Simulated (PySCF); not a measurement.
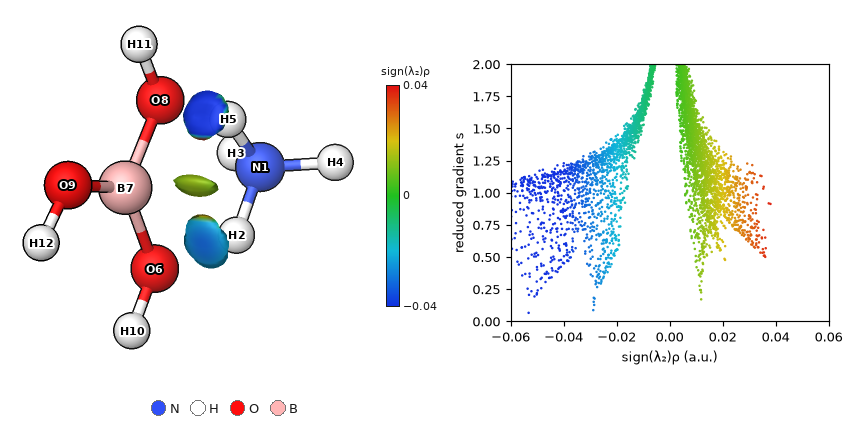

Figure 1: BH7NO3, charge +1, SMILES `[NH4+].OB(O)O`. Non-covalent interaction surfaces between the fragments (reduced density gradient s = 0.5, coloured by sign(λ₂)ρ in a.u.; trimmed to the region between the fragments where ρ is under 0.06 a.u.). Fragment A: NH4(+1) (atoms 1–5); fragment B: BH3O3. The plot gives s against sign(λ₂)ρ for grid points between the fragments.

Level of theory: CAM-B3LYP/def2-SVP (PySCF), at a geometry from GFN2-xTB.

Coordinates in Å:

```
N1       2.3472   -0.0027   -0.0041
H2       1.8099   -0.8897   -0.0004
H3       2.9240    0.0766   -0.8403
H4       2.9245    0.0768    0.8382
H5       1.5680    0.7200    0.0032
O6      -0.0878   -1.1802    0.0031
B7      -0.8006   -0.0059    0.0013
O8      -0.0126    1.1231    0.0035
O9      -2.1240    0.1454   -0.0037
H10     -0.6045   -1.9864    0.0030
H11     -0.5217    1.9364    0.0009
H12     -2.7321   -0.5918   -0.0059
```

Which interactions hold the two fragments together?

Bond critical points between the fragments: H5···O8, hydrogen bond, 1.63 Å, ρ = 0.053 a.u.; H2···O6, hydrogen bond, 1.92 Å, ρ = 0.029 a.u. The strongest appears blue (attractive, sign(λ₂)ρ well below zero). Several contacts close a ring, whose ring point adds a part with positive λ₂ between them. The pose is a local one from a semi-empirical search, not shown to be the most stable. With a charged fragment, long-range electrostatics, which these surfaces don't show, weighs heavily in the interaction energy.

How strongly are they bound?

The counterpoise-corrected interaction energy of the frozen fragments is −34.0 kcal/mol without dispersion correction and −35.1 kcal/mol with D3(BJ). The pair geometry is semi-empirical, not a minimum at this level.
